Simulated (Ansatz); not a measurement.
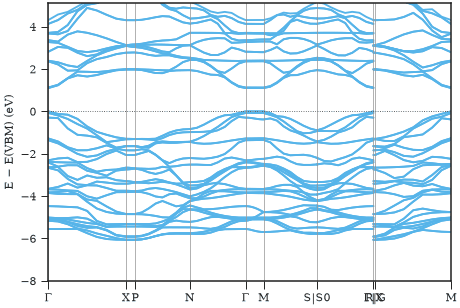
Figure: Band structure from DFT-r²SCAN with spin–orbit coupling in the program Ansatz with PAW potentials

Task: Read off the gap and where the band edges lie.

Result: About 1.1 eV (1.10 eV by a search for the band edges); maximum at Γ, minimum at Γ.

The material is Y2Ti2S2O5 in space group I4/mmm (No. 139; Pearson symbol tI22).

The first step of the workflow began from a Materials Project structure, measured or hypothetical; the Crystallography Open Database copy checked does not list it. Its standing as an ambient phase is unchecked. Symmetry was held in the r²SCAN relaxation; whether a distortion lowers the energy is not shown. The run is not spin-polarised.

Potentials: the later of the program's two PAW sets.
